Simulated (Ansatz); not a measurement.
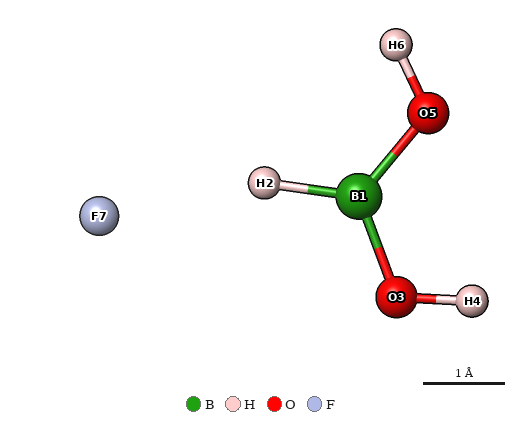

BH$_{3}$O$_{2}$F (multiplicity 2), before the relaxation. A ball-and-stick model, seen face on.

The run prepares an end point of a later path (reaction) calculation, from a guessed geometry.

Method: UHF/def2-SVP in Ansatz 0.2.0.

Input file:
```yaml
crystal:
  periodic: [false, false, false]
  atoms:
    - { symbol: B, position_ang: [0.019321, -0.263768, 0.015657] }
    - { symbol: H, position_ang: [-0.210676, -0.049585, 1.168399] }
    - { symbol: O, position_ang: [1.300868, -0.300783, -0.387366] }
    - { symbol: H, position_ang: [1.400085, -0.473873, -1.312127] }
    - { symbol: O, position_ang: [-0.971527, -0.466764, -0.883125] }
    - { symbol: H, position_ang: [-1.844409, -0.426634, -0.528662] }
    - { symbol: F, position_ang: [0.096438, 0.182806, 3.260823] }
magnetization:
  spin_polarized: true
  initial_magnetization: 1
basis:
  gaussian: { orbitals: def2-SVP }
hamiltonian:
  xc: hf
relax:
  f_tol: 0.03
  max_steps: 50
```

Command:
```bash
ansatz run input.yaml --threads 1 --pin off --max-ram 2048MiB --backend cpu --events-out ev --progress --plain --runs-dir out
```

Question: Predict the outcome.

Answer: Over 7 geometry steps the energy falls by 5.92 kJ/mol. Largest force component: 0.22 eV/Å at the start, 0.027 eV/Å at the end. F7 moves most after the best rigid fit: 0.71 Å. Largest moves by element: F 0.71 Å, H 0.27 Å, O 0.19 Å, B 0.14 Å. Among the contacts that change: B1–H2 1.195 → 1.200 Å.

History of the run:

| step | E − E(0), kJ/mol | largest force component, eV/Å |
| --- | --- | --- |
| 0 | 0.00 | 0.2216 |
| 1 | -1.67 | 0.1628 |
| 2 | -2.83 | 0.7420 |
| 3 | -4.45 | 0.4520 |
| 4 | -5.50 | 0.2739 |
| 5 | -5.68 | 0.2171 |
| 6 | -5.87 | 0.0700 |
| 7 | -5.92 | 0.0268 |

Final geometry:

```xyz
7

B    -0.0693   -0.2458   -0.0879
H    -0.4089    0.0327    1.0286
O     1.2456   -0.2839   -0.3702
H     1.4308   -0.5140   -1.2692
O    -0.9665   -0.5214   -1.0637
H    -1.8697   -0.4805   -0.7955
F     0.4281    0.2144    3.8915
```

After the run, drawn alike:

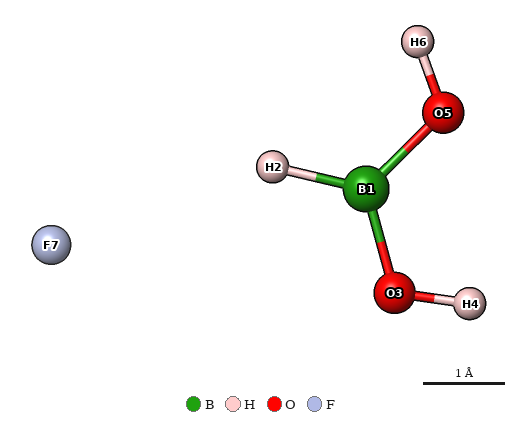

Limits of the set-up: Hartree-Fock leaves out electron correlation.
